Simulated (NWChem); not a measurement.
# C7H16 (SMILES CCCCC(C)C): levels of theory compared

We compute a comparison of 4 runs (HF/STO-3G, HF/3-21G, B3LYP/6-31G*) of C7H16. 

The calculation is run with NWChem 7.3.0.

### 1 The structure to begin with

The species is C7H16 (23 atoms), meant as a singlet with charge 0. SMILES: `CCCCC(C)C`. Geometry: relaxed at PBE0-D4/def2-TZVP. This is one conformer, not always the lowest.

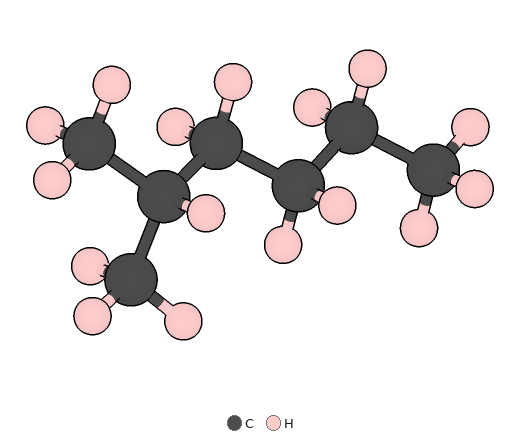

The structure, seen from a chosen angle (carbon dark grey, hydrogen pink).

### 2 Energy and gradient at HF/STO-3G (run 1)

run.py

```python
from ase import Atoms
from ase.calculators.nwchem import NWChem

system = Atoms(['C', 'C', 'C', 'C', 'C', 'C', 'C', 'H', 'H', 'H', 'H', 'H', 'H', 'H', 'H', 'H', 'H', 'H', 'H', 'H', 'H', 'H', 'H'], positions=[
    [-3.377400, 0.107900, -0.769600],
    [-2.147700, -0.662700, -0.322100],
    [-0.925900, 0.222300, -0.135800],
    [0.305500, -0.549300, 0.308300],
    [1.534700, 0.304700, 0.607100],
    [2.032300, 1.050900, -0.623000],
    [2.646200, -0.552600, 1.194600],
    [-3.648400, 0.875300, -0.038900],
    [-3.200300, 0.612000, -1.724000],
    [-4.241100, -0.548900, -0.896700],
    [-1.916200, -1.444800, -1.054600],
    [-2.361400, -1.184600, 0.618000],
    [-1.152900, 1.000700, 0.604300],
    [-0.723600, 0.748000, -1.075600],
    [0.053900, -1.124800, 1.207800],
    [0.567900, -1.290500, -0.458900],
    [1.245700, 1.049100, 1.361700],
    [2.923200, 1.639600, -0.389500],
    [2.299900, 0.346300, -1.417600],
    [1.280800, 1.734700, -1.022300],
    [2.966700, -1.314300, 0.476300],
    [3.521800, 0.049600, 1.450400],
    [2.316100, -1.068800, 2.100000],
])

calc = NWChem(
    label='input',
    theory='scf',
    memory='2200 mb',
    basis='STO-3G',
    basispar='spherical bse',
    scf={'nopen': '0', 'rhf': None, 'thresh': '1e-08', 'maxiter': '80'},
)
system.calc = calc

forces = system.get_forces()
print(f"energy = {system.get_potential_energy():.6f} eV")
print("forces (eV/A):")
for s, f in zip(system.symbols, forces):
    print(f"{s:2s} {f[0]:10.5f} {f[1]:10.5f} {f[2]:10.5f}")
print("dipole (e A):", system.get_dipole_moment().round(4))
```

The run is started by

```console
export ASE_NWCHEM_COMMAND="nwchem PREFIX.nwi > PREFIX.nwo"
python run.py
```

What it wrote:

```text
energy = -7379.779356 eV
forces (eV/A):
C    -1.03523    0.80902   -0.40227
C    -0.00951   -1.63646    0.26081
C    -0.04906    1.80394   -0.22975
C     0.02874   -1.83705    0.05451
C    -0.40850    1.05827    0.87310
C     0.56616    0.55412   -1.21140
C     1.05570   -0.91012    0.43606
H     0.11066   -0.25325   -0.19042
H    -0.01558   -0.18044    0.28524
H     0.28580    0.09549    0.06145
H    -0.10125    0.27799    0.16100
H     0.00982    0.21433   -0.26405
H     0.07024   -0.31398   -0.23042
H    -0.05014   -0.23572    0.29511
H     0.08078    0.25120   -0.28159
H    -0.13498    0.31074    0.25937
H     0.13385   -0.21654   -0.22903
H    -0.26997   -0.18558   -0.01409
H    -0.10192    0.26056    0.28226
H     0.19175   -0.20811    0.18121
H    -0.11776    0.26662    0.24955
H    -0.29691   -0.12259   -0.07626
H     0.05734    0.19762   -0.27048
dipole (e A): [-0.0016 -0.0002  0.0044]
```

The calculator wrote input.nwi:

```
title "input"

permanent_dir input

scratch_dir input

start input

geometry units angstrom nocenter noautosym noautoz
  C  -3.3774000000000002e+00 1.0790000000000000e-01 -7.6959999999999995e-01
  C  -2.1476999999999999e+00 -6.6269999999999996e-01 -3.2210000000000000e-01
  C  -9.2589999999999995e-01 2.2230000000000000e-01 -1.3580000000000000e-01
  C  3.0549999999999999e-01 -5.4930000000000001e-01 3.0830000000000002e-01
  C  1.5347000000000000e+00 3.0470000000000003e-01 6.0709999999999997e-01
  C  2.0323000000000002e+00 1.0508999999999999e+00 -6.2300000000000000e-01
  C  2.6461999999999999e+00 -5.5259999999999998e-01 1.1946000000000001e+00
  H  -3.6484000000000001e+00 8.7529999999999997e-01 -3.8899999999999997e-02
  H  -3.2002999999999999e+00 6.1199999999999999e-01 -1.7240000000000000e+00
  H  -4.2411000000000003e+00 -5.4890000000000005e-01 -8.9670000000000005e-01
  H  -1.9161999999999999e+00 -1.4448000000000001e+00 -1.0546000000000000e+00
  H  -2.3614000000000002e+00 -1.1846000000000001e+00 6.1799999999999999e-01
  H  -1.1529000000000000e+00 1.0006999999999999e+00 6.0429999999999995e-01
  H  -7.2360000000000002e-01 7.4800000000000000e-01 -1.0755999999999999e+00
  H  5.3900000000000003e-02 -1.1248000000000000e+00 1.2078000000000000e+00
  H  5.6789999999999996e-01 -1.2905000000000000e+00 -4.5889999999999997e-01
  H  1.2457000000000000e+00 1.0490999999999999e+00 1.3616999999999999e+00
  H  2.9232000000000000e+00 1.6395999999999999e+00 -3.8950000000000001e-01
  H  2.2999000000000001e+00 3.4630000000000000e-01 -1.4176000000000000e+00
  H  1.2807999999999999e+00 1.7346999999999999e+00 -1.0223000000000000e+00
  H  2.9666999999999999e+00 -1.3143000000000000e+00 4.7630000000000000e-01
  H  3.5217999999999998e+00 4.9599999999999998e-02 1.4503999999999999e+00
  H  2.3161000000000000e+00 -1.0688000000000000e+00 2.1000000000000001e+00
end

memory 2200 mb

basis spherical bse noprint
   * library STO-3G
end

scf
  nopen 0
  rhf
  thresh 1e-08
  maxiter 80
end

task scf gradient
```

input.nwo, shortened:

```text
[...]
      One-electron energy =  -1001.012059323026
[... 1 line left out ...]
 Nuclear repulsion energy =    320.153372093467
[... 47 lines left out ...]
                       ROHF Final Molecular Orbital Analysis
[... 278 lines left out ...]
     1   1 0 0     -0.003084      0.000000      0.639294
[...]
  wavefunction    =   RHF
                         RHF ENERGY GRADIENTS
    atom               coordinates                        gradient
                 x          y          z           x          y          z
   1 C      -6.382361   0.203901  -1.454333    0.020132  -0.015733   0.007823
   2 C      -4.058565  -1.252321  -0.608681    0.000185   0.031824  -0.005072
   3 C      -1.749697   0.420086  -0.256625    0.000954  -0.035081   0.004468
[... 19 lines of this table left out ...]
  23 H       4.376794  -2.019739   3.968425   -0.001115  -0.003843   0.005260
[...]
```

Run time: 11 s. Hardware: 1 thread of AMD EPYC 9R45 (Zen 5), shared host; peak memory 0.099 GiB.

### 3 Energy and gradient at HF/3-21G (run 2)

Edit run.py of step 2 so:

```diff
@@ -3,3 +3,3 @@
 
-system = Atoms(['C', 'C', 'C', 'C', 'C', 'C', 'C', 'H', 'H', 'H', 'H', 'H', 'H', 'H', 'H', 'H', 'H', 'H', 'H', 'H', 'H', 'H', 'H'], positions=[
+molecule = Atoms(['C', 'C', 'C', 'C', 'C', 'C', 'C', 'H', 'H', 'H', 'H', 'H', 'H', 'H', 'H', 'H', 'H', 'H', 'H', 'H', 'H', 'H', 'H'], positions=[
     [-3.377400, 0.107900, -0.769600],
@@ -30,6 +30,6 @@
 calc = NWChem(
-    label='input',
+    label='c7h16',
     theory='scf',
     memory='2200 mb',
-    basis='STO-3G',
+    basis='3-21G',
     basispar='spherical bse',
@@ -37,9 +37,10 @@
 )
-system.calc = calc
+molecule.calc = calc
 
-forces = system.get_forces()
-print(f"energy = {system.get_potential_energy():.6f} eV")
+forces = molecule.get_forces()
+e = molecule.get_potential_energy()
+print(f"E = {e:.6f} eV")
 print("forces (eV/A):")
-for s, f in zip(system.symbols, forces):
+for s, f in zip(molecule.symbols, forces):
     print(f"{s:2s} {f[0]:10.5f} {f[1]:10.5f} {f[2]:10.5f}")
-print("dipole (e A):", system.get_dipole_moment().round(4))
+print("dipole (e A):", molecule.get_dipole_moment().round(4))
```

The run is started by

```console
export ASE_NWCHEM_COMMAND="nwchem PREFIX.nwi > PREFIX.nwo"
python run.py
```

What it wrote:

```text
E = -7425.659419 eV
forces (eV/A):
C    -0.71353    0.53422   -0.27357
C     0.04762   -1.14111    0.19751
C    -0.01887    1.18492   -0.18008
C     0.08356   -1.12347    0.02700
C    -0.33522    0.72284    0.65465
C     0.30966    0.33296   -0.75503
C     0.65532   -0.55670    0.25233
H     0.09045   -0.21500   -0.16614
H    -0.01897   -0.15200    0.24343
H     0.24071    0.13781    0.04253
H    -0.07317    0.25644    0.17196
H     0.03954    0.19443   -0.25459
H     0.05245   -0.26359   -0.18090
H    -0.06469   -0.21649    0.27249
H     0.05374    0.20677   -0.23325
H    -0.06993    0.25356    0.19602
H     0.10135   -0.23536   -0.23356
H    -0.23217   -0.14727   -0.03296
H    -0.07688    0.16553    0.23114
H     0.21011   -0.18409    0.14156
H    -0.10475    0.21299    0.16913
H    -0.24611   -0.12753   -0.06135
H     0.06978    0.16008   -0.22831
dipole (e A): [-0.0051  0.0034  0.0069]
```

The calculator wrote c7h16.nwi:

```
title "c7h16"

permanent_dir c7h16

scratch_dir c7h16

start c7h16

geometry units angstrom nocenter noautosym noautoz
  C  -3.3774000000000002e+00 1.0790000000000000e-01 -7.6959999999999995e-01
  C  -2.1476999999999999e+00 -6.6269999999999996e-01 -3.2210000000000000e-01
  C  -9.2589999999999995e-01 2.2230000000000000e-01 -1.3580000000000000e-01
  C  3.0549999999999999e-01 -5.4930000000000001e-01 3.0830000000000002e-01
  C  1.5347000000000000e+00 3.0470000000000003e-01 6.0709999999999997e-01
  C  2.0323000000000002e+00 1.0508999999999999e+00 -6.2300000000000000e-01
  C  2.6461999999999999e+00 -5.5259999999999998e-01 1.1946000000000001e+00
  H  -3.6484000000000001e+00 8.7529999999999997e-01 -3.8899999999999997e-02
  H  -3.2002999999999999e+00 6.1199999999999999e-01 -1.7240000000000000e+00
  H  -4.2411000000000003e+00 -5.4890000000000005e-01 -8.9670000000000005e-01
  H  -1.9161999999999999e+00 -1.4448000000000001e+00 -1.0546000000000000e+00
  H  -2.3614000000000002e+00 -1.1846000000000001e+00 6.1799999999999999e-01
  H  -1.1529000000000000e+00 1.0006999999999999e+00 6.0429999999999995e-01
  H  -7.2360000000000002e-01 7.4800000000000000e-01 -1.0755999999999999e+00
  H  5.3900000000000003e-02 -1.1248000000000000e+00 1.2078000000000000e+00
  H  5.6789999999999996e-01 -1.2905000000000000e+00 -4.5889999999999997e-01
  H  1.2457000000000000e+00 1.0490999999999999e+00 1.3616999999999999e+00
  H  2.9232000000000000e+00 1.6395999999999999e+00 -3.8950000000000001e-01
  H  2.2999000000000001e+00 3.4630000000000000e-01 -1.4176000000000000e+00
  H  1.2807999999999999e+00 1.7346999999999999e+00 -1.0223000000000000e+00
  H  2.9666999999999999e+00 -1.3143000000000000e+00 4.7630000000000000e-01
  H  3.5217999999999998e+00 4.9599999999999998e-02 1.4503999999999999e+00
  H  2.3161000000000000e+00 -1.0688000000000000e+00 2.1000000000000001e+00
end

memory 2200 mb

basis spherical bse noprint
   * library 3-21G
end

scf
  nopen 0
  rhf
  thresh 1e-08
  maxiter 80
end

task scf gradient
```

c7h16.nwo, shortened:

```text
[...]
      One-electron energy =  -1001.214822297925
[... 1 line left out ...]
 Nuclear repulsion energy =    320.153372093467
[... 47 lines left out ...]
                       ROHF Final Molecular Orbital Analysis
[... 347 lines left out ...]
     1   1 0 0     -0.009680      0.000000      0.639294
[...]
  wavefunction    =   RHF
                         RHF ENERGY GRADIENTS
    atom               coordinates                        gradient
                 x          y          z           x          y          z
   1 C      -6.382361   0.203901  -1.454333    0.013876  -0.010389   0.005320
   2 C      -4.058565  -1.252321  -0.608681   -0.000926   0.022191  -0.003841
   3 C      -1.749697   0.420086  -0.256625    0.000367  -0.023043   0.003502
[... 19 lines of this table left out ...]
  23 H       4.376794  -2.019739   3.968425   -0.001357  -0.003113   0.004440
[...]
```

Run time: 13 s. Hardware: 1 thread of AMD EPYC 9R45 (Zen 5), shared host; peak memory 0.1 GiB.

Run 3 isn't shown in full; the table further down has it.

### 4 Energy and gradient at B3LYP/6-31G(d) (Cartesian functions) (run 4)

run.nw

```
start run
title "C7H16"
memory total 2200 mb

geometry units au noautosym nocenter noautoz
   C   -6.38236101   0.20390145  -1.45433323
   C   -4.05856480  -1.25232150  -0.60868078
   C   -1.74969742   0.42008612  -0.25662481
   C    0.57731133  -1.03802656   0.58260256
   C    2.90016268   0.57579955   1.14725273
   C    3.84049040   1.98591318  -1.17729938
   C    5.00059327  -1.04426266   2.25746683
   H   -6.89447679   1.65407728  -0.07351035
   H   -6.04769052   1.15651239  -3.25788784
   H   -8.01451747  -1.03727067  -1.69451742
   H   -3.62109320  -2.73027630  -1.99290517
   H   -4.46239927  -2.23856957   1.16785075
   H   -2.17866525   1.89104893   1.14196150
   H   -1.36740582   1.41351514  -2.03258942
   H    0.10185624  -2.12556394   2.28241121
   H    1.07317547  -2.43869156  -0.86719532
   H    2.35403183   1.98251168   2.57324006
   H    5.52404741   3.09839495  -0.73604833
   H    4.34618111   0.65441216  -2.67887575
   H    2.42036122   3.27810791  -1.93186702
   H    5.60625049  -2.48366705   0.90007655
   H    6.65523747   0.09373042   2.74085877
   H    4.37679468  -2.01973928   3.96842486
end

basis cartesian
   * library 6-31G*
end

dft
   xc b3lyp
   grid fine
   convergence energy 1e-08
   maxiter 100
   mulliken
end

task dft gradient
```

The run is started by

```console
nwchem run.nw > run.out
```

What it wrote, shortened:

```text
[...]
          Wavefunction type:  closed shell.
          No. of atoms     :    23
          No. of electrons :    58
[...]
          Charge           :     0
          Spin multiplicity:     1
[...]
          AO basis - number of functions:   137
[...]
              XC Information
              --------------
                         B3LYP Method XC Potential
                     Hartree-Fock (Exact) Exchange  0.200
                        Slater Exchange Functional  0.800 local
                    Becke 1988 Exchange Functional  0.720 non-local
              Lee-Yang-Parr Correlation Functional  0.810
                  VWN I RPA Correlation Functional  0.190 local
[...]
 d= 0,ls=0.0,diis     1   -276.3264987046 -5.96D+02  5.40D-03  7.27D-01     6.9
[...]
 d= 0,ls=0.0,diis     8   -276.3975934569 -1.26D-09  2.12D-07  1.12D-09    46.1
         Total DFT energy =     -276.397593456888
      One electron energy =    -1004.401615579660
           Coulomb energy =      451.897601091522
    Exchange-Corr. energy =      -44.046928038634
 Nuclear repulsion energy =      320.153349069884
[...]
      Total Density - Mulliken Population Analysis
     ---------------------------------------------
[...]
  wavefunction    = closed shell
                         DFT ENERGY GRADIENTS
    atom               coordinates                        gradient
                 x          y          z           x          y          z
   1 C      -6.382361   0.203901  -1.454333    0.003812  -0.001762   0.001322
   2 C      -4.058565  -1.252322  -0.608681    0.000683   0.004295  -0.000568
   3 C      -1.749697   0.420086  -0.256625    0.000408  -0.004166   0.000749
   4 C       0.577311  -1.038027   0.582603   -0.000159   0.004493  -0.000635
   5 C       2.900163   0.575800   1.147253    0.000684  -0.002616  -0.002726
   6 C       3.840490   1.985913  -1.177299   -0.001812  -0.002651   0.003422
   7 C       5.000593  -1.044263   2.257467   -0.003537   0.002391  -0.002051
   8 H      -6.894477   1.654077  -0.073510    0.000890  -0.001731  -0.001395
   9 H      -6.047691   1.156512  -3.257888   -0.000014  -0.001172   0.002061
  10 H      -8.014517  -1.037271  -1.694517    0.002096   0.001305   0.000349
  11 H      -3.621093  -2.730276  -1.992905   -0.000188   0.001816   0.001469
[...]
```

It took 58 s on 1 thread of AMD EPYC 9R45 (Zen 5), shared host; peak memory 0.14 GiB.

### 5 Overview of the runs

| run | level | iteration cap | module | energy (Eh) | dipole moment (D) | HOMO energy (eV) | LUMO energy (eV) | wall time |
| --- | --- | --- | --- | --- | --- | --- | --- | --- |
| 1 | HF/STO-3G | 80 | scf | -271.201891 | 0.02 | -10.70 | 15.41 | 11 s |
| 2 | HF/3-21G | 80 | scf | -272.887953 | 0.04 | -11.74 | 6.92 | 13 s |
| 3 | B3LYP/6-31G* (spherical functions) | 100 | dft | -276.392767 | 0.06 | -8.17 | 2.41 | 55 s |
| 4 | B3LYP/6-31G* (Cartesian functions) | 100 | dft | -276.397593 | 0.06 | -8.17 | 2.40 | 58 s |

### 6 What came out

| quantity | value |
| --- | --- |
| run 4: total energy | -276.39759 Eh |
| run 4: dipole moment | 0.06 D |
| run 4: HOMO energy | -8.17 eV |
| run 4: LUMO energy | 2.40 eV |
| run 4: HOMO–LUMO gap | 10.58 eV |
| run 4: largest force on an atom | 0.244 eV/Å |

**Reading.** The dipole moment (its size) runs from 0.02 D (HF/STO-3G) to 0.06 D (B3LYP/6-31G*). The two ends differ in method and basis. The HOMO–LUMO gap runs from 10.58 eV (B3LYP/6-31G*) to 26.12 eV (HF/STO-3G). In run 1 the basis is minimal, so the values are rough. All runs together took 2.3 min, the longest 58 s.
